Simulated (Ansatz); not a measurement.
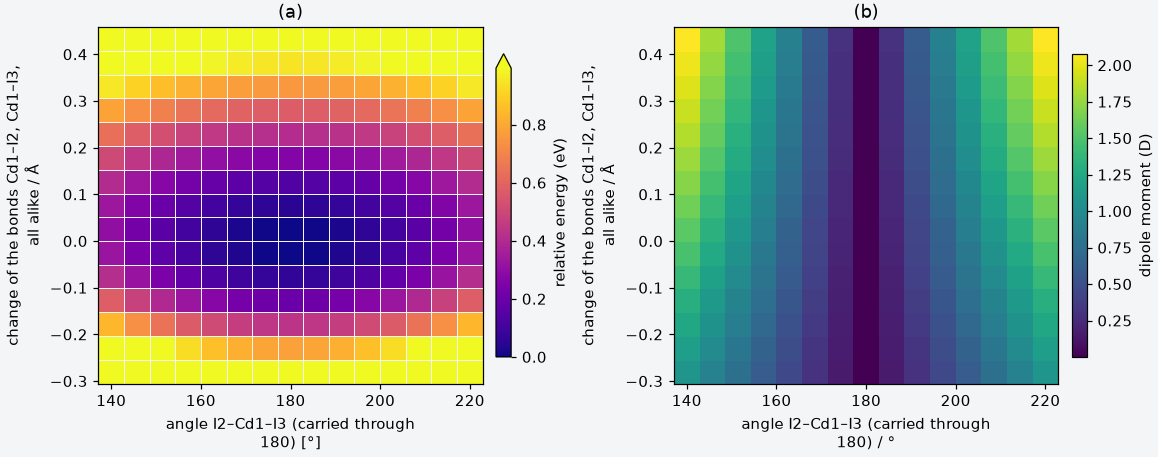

CdI2. The first coordinate is: angle I2–Cd1–I3 (carried through 180); the second: change of the bonds Cd1–I2, Cd1–I3, all alike. Nothing is relaxed (all other coordinates rigid). Grid: 15 × 15 points; 138 points were computed and 87 follow by symmetry. Points are written as (first, second). Energies are in eV, from the lowest grid point. Computed with RKS SPW92 (LDA)/def2-TZVP (Ansatz 0.2.0).

Panel (a) is the energy and panel (b) the computed dipole moment on the same grid.

The picture shows one coloured cell a grid point, one colour for all values above the top of the scale.

How does the dipole moment vary over the map, and what is it at the lowest grid point?

Leaving out the highest fifth of the energies, it runs from 0.00 D at (180.0°, −0.229 Å) to 1.97 D at (140.0°, 0.331 Å). At the lowest grid point, (180.0°, 0.025 Å), it is 0.00 D.

```
second ↓, first →  140.0  145.7  151.4  157.1  162.9  168.6  174.3  180.0  185.7  191.4  197.1  202.9  208.6  214.3  220.0
            0.433   2.08   1.79   1.50   1.20   0.90   0.60   0.30   0.00   0.30   0.60   0.90   1.20   1.50   1.79   2.08
            0.382   2.02   1.74   1.46   1.17   0.87   0.58   0.29   0.00   0.29   0.58   0.87   1.17   1.46   1.74   2.03
            0.331   1.97   1.69   1.41   1.13   0.85   0.57   0.28   0.00   0.28   0.57   0.85   1.13   1.41   1.69   1.97
            0.280   1.90   1.64   1.37   1.10   0.82   0.55   0.27   0.00   0.27   0.55   0.82   1.10   1.37   1.64   1.91
            0.229   1.84   1.58   1.32   1.06   0.79   0.53   0.26   0.00   0.26   0.53   0.79   1.06   1.32   1.58   1.84
            0.178   1.77   1.52   1.27   1.02   0.76   0.51   0.25   0.00   0.25   0.51   0.76   1.02   1.27   1.52   1.77
            0.127   1.70   1.46   1.21   0.97   0.73   0.48   0.24   0.00   0.24   0.48   0.73   0.97   1.21   1.46   1.70
            0.076   1.62   1.39   1.16   0.93   0.69   0.46   0.23   0.00   0.23   0.46   0.69   0.93   1.16   1.39   1.62
            0.025   1.55   1.32   1.10   0.88   0.66   0.44   0.22   0.00   0.22   0.44   0.66   0.88   1.10   1.32   1.55
           −0.025   1.47   1.26   1.05   0.84   0.62   0.41   0.21   0.00   0.21   0.41   0.62   0.84   1.05   1.26   1.47
           −0.076   1.39   1.19   0.99   0.79   0.59   0.39   0.20   0.00   0.20   0.39   0.59   0.79   0.99   1.19   1.39
           −0.127   1.31   1.12   0.93   0.74   0.55   0.37   0.18   0.00   0.18   0.37   0.55   0.74   0.93   1.12   1.31
           −0.178   1.24   1.05   0.87   0.70   0.52   0.34   0.17   0.00   0.17   0.34   0.52   0.70   0.87   1.05   1.24
           −0.229   1.16   0.98   0.82   0.65   0.48   0.32   0.16   0.00   0.16   0.32   0.48   0.65   0.82   0.98   1.16
           −0.280   1.08   0.92   0.76   0.60   0.45   0.30   0.15   0.00   0.15   0.30   0.45   0.60   0.76   0.92   1.08
```
